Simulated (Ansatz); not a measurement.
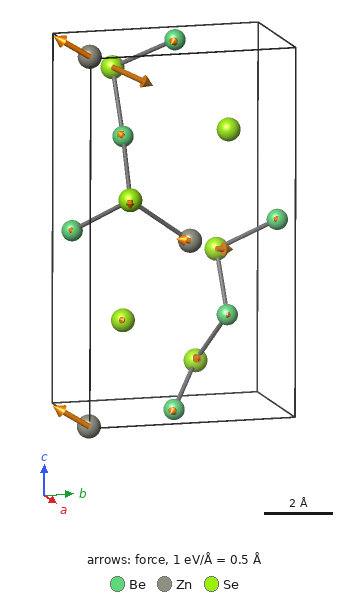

Starting geometry of a crystal of Be$_{2}$ZnSe$_{3}$ (a generated structure, set up in P1) (coarse preliminary run) with the computed forces as orange arrows. The picture is a ball-and-stick view of the cell of the calculation, seen slightly off an axis.

These are results of DFT PBE, scalar-relativistic, plane waves, PAW (Ansatz 0.2.0), not measurements.

Input file:
```yaml
crystal:
  lattice:
    - [0.0124632174, 0.0025223858, 3.3700032484]
    - [3.1266087728, -5.5880118194, 0.0072657379]
    - [9.6574753049, 5.7412944945, 0.0386178073]
  atoms:
    - { symbol: Be, position: [0.4997128787, 0.5024840513, 1.001842866] }
    - { symbol: Be, position: [0.5347250393, -0.0028647998, 0.5032176375] }
    - { symbol: Be, position: [0.4999654692, 0.7608367771, 0.2503519141] }
    - { symbol: Be, position: [0.5065109613, 0.2493746982, 0.7487155942] }
    - { symbol: Zn, position: [-0.0250610269, 0.4913433496, 0.4912286378] }
    - { symbol: Zn, position: [-0.0751361196, 1.0090752138, 0.0003118241] }
    - { symbol: Se, position: [0.0452703743, 0.6904049865, 0.0974448989] }
    - { symbol: Se, position: [0.9879381061, 0.1972194581, 0.6106115862] }
    - { symbol: Se, position: [0.0258326649, 0.794508363, 0.3947473095] }
    - { symbol: Se, position: [0.0226479589, 0.2860805077, 0.9013662054] }
    - { symbol: Se, position: [0.4994161359, 0.2522497698, 0.2505348301] }
    - { symbol: Se, position: [0.4781775578, 0.7692876248, 0.7496266962] }
basis:
  ecutwfc: 420
kpoints:
  mp_grid: { grid: [6, 4, 2] }
hamiltonian:
  xc: pbe
scf:
  occupations: { method: gaussian, width: 0.2 }
  lower_state_search: "off"
output:
  forces: true
  stress: true
  eigenvalues: true
relax:
  adjacent_minimum: "off"
  f_tol: 0.025
  max_steps: 60
  cell: { stress_tol: 0.25 }
```

Run as
```bash
ansatz run input.yaml --threads 1 --pin off --max-ram 2560MiB --backend cpu --events-out ev --progress --plain --runs-dir out
```

> What follows when this structure is relaxed?

It isn't relaxed: the largest force vector, on Se10, is 2.80 eV/Å. The final displacements have little in common with the starting forces (cosine between the two patterns 0.06). The energy falls by 644 meV per atom in 21 accepted moves (22 points after the start). Largest force component: 2.8 eV/Å at the start, 0.021 eV/Å at the end. Pressure: −1.26 GPa at the start and 0.04 GPa at the end. The SCF was repeated once at an unchanged geometry on a basis and grid sized afresh for the cell, which shifted the energy by 0.4 meV per atom at most. The atom that moves furthest relative to the cell is Be1 (1.58 Å along [3 2 −1]). Largest moves by element: Be 1.58 Å, Zn 1.26 Å, Se 0.84 Å. The drawn cell changes as follows: a 3.370 → 3.675 Å (+9.0 %), b 6.403 → 6.433 Å (+0.5 %), c 11.235 → 10.309 Å (−8.2 %), α 91.5° → 94.8°, β 89.6° → 93.0°, γ 89.9° → 82.5°; the volume changes by −0.7 %. Among the contacts that change: Be1–Se10 2.394 → 4.289 Å, Be4–Se8 2.255 → 3.935 Å, Be2–Se9 2.463 → 4.025 Å, Be3–Se7 2.538 → 3.963 Å. New bonds form: Be1–Se12 (3.35 → 2.20 Å), Be2–Se12 (3.17 → 2.23 Å), Be3–Se11 (3.15 → 2.35 Å), Be4–Se12 (3.08 → 2.22 Å). Bonds break: Be1–Se10 (2.39 → 4.29 Å), Be2–Se9 (2.46 → 4.03 Å), Be3–Se7 (2.54 → 3.96 Å), Be4–Se8 (2.26 → 3.94 Å). Bond angles that change, for instance: Se7–Be1–Se10 177.8° → 108.1°, Se8–Be2–Se9 176.6° → 113.3°, Be2–Se8–Be4 154.4° → 94.9°. The space group stays P1 (No. 1). The run took 6.6 min on 1 thread of AMD EPYC 9R45 96-Core Processor (Zen 5) (shared host), peak memory 0.84 GiB.
